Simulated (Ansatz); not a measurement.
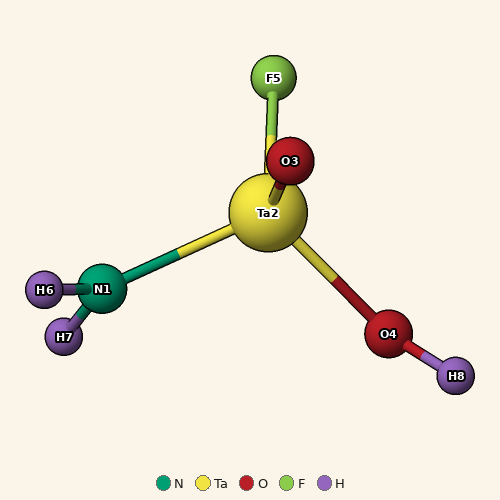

The system is FH₃NO₂Ta, SMILES [NH2][Ta](=[O])([OH])[F]; the picture shows the reference structure. The first coordinate is: umbrella angle at N1 (between each of its bonds and their common axis; 90 is planar); the second: change of the bonds N1–Ta2, N1–H6, N1–H7, all alike. Nothing is relaxed (all other coordinates rigid). The grid has 9 × 9 points. Points are written as (first, second). Energies: kJ/mol, counted from the relaxed molecule at the same level. These are results of RKS B3LYP-D4/def2-SVP (Ansatz), not measurements.

Its coordinates:

```yaml
atoms:
  - { symbol: N, position_ang: [-0.6463, 1.1814, 0.5920] }
  - { symbol: Ta, position_ang: [0.5776, -0.2554, -0.0104] }
  - { symbol: O, position_ang: [0.7941, -1.2393, 1.3955] }
  - { symbol: O, position_ang: [-0.2372, -1.2508, -1.4272] }
  - { symbol: F, position_ang: [2.2481, 0.4615, -0.5823] }
  - { symbol: H, position_ang: [-0.9919, 1.3021, 1.5416] }
  - { symbol: H, position_ang: [-1.0623, 1.8830, -0.0196] }
  - { symbol: H, position_ang: [-0.5900, -2.1396, -1.5454] }
```

Range: umbrella angle at N1 (between each of its bonds and their common axis; 90 is planar) from 66 to 114°; change of the bonds N1–Ta2, N1–H6, N1–H7, all alike from −0.147 to 0.228 Å.

**What landscape does the calculation give?**

The lowest grid point is at (90°, −0.007 Å), 0.32 kJ/mol from the relaxed molecule at the same level. It is the only kind of minimum in the scanned range. The highest grid point, (66°, −0.147 Å), lies 238 kJ/mol above the lowest. Round the minimum the two coordinates are nearly uncoupled.

| second ↓, first → | 66 | 72 | 78 | 84 | 90 | 96 | 102 | 108 | 114 |
| --- | --- | --- | --- | --- | --- | --- | --- | --- | --- |
| 0.228 | 187 | 186 | 188 | 190 | 191 | 189 | 186 | 184 | 186 |
| 0.181 | 137 | 132 | 130 | 131 | 130 | 130 | 129 | 130 | 135 |
| 0.134 | 94 | 85 | 80 | 79 | 78 | 78 | 79 | 83 | 92 |
| 0.087 | 61 | 48 | 41 | 37 | 36 | 36 | 39 | 46 | 59 |
| 0.040 | 43 | 26 | 16 | 10 | 8 | 9 | 14 | 24 | 40 |
| −0.007 | 44 | 24 | 11 | 3 | 0 | 2 | 8 | 21 | 41 |
| −0.054 | 72 | 47 | 31 | 22 | 18 | 20 | 29 | 44 | 68 |
| −0.100 | 133 | 103 | 84 | 73 | 69 | 71 | 81 | 99 | 129 |
| −0.147 | 239 | 204 | 181 | 168 | 164 | 167 | 179 | 201 | 235 |

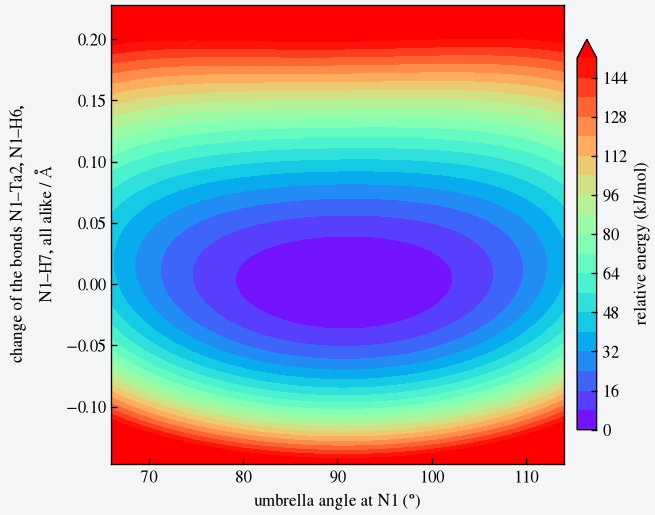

In the figure: filled contours, one colour for all values above the top of the scale. Between grid points the surface is interpolated.

Time for the 81 points that were run: 12 min on 1 thread of Arm Neoverse V1, on a shared host.
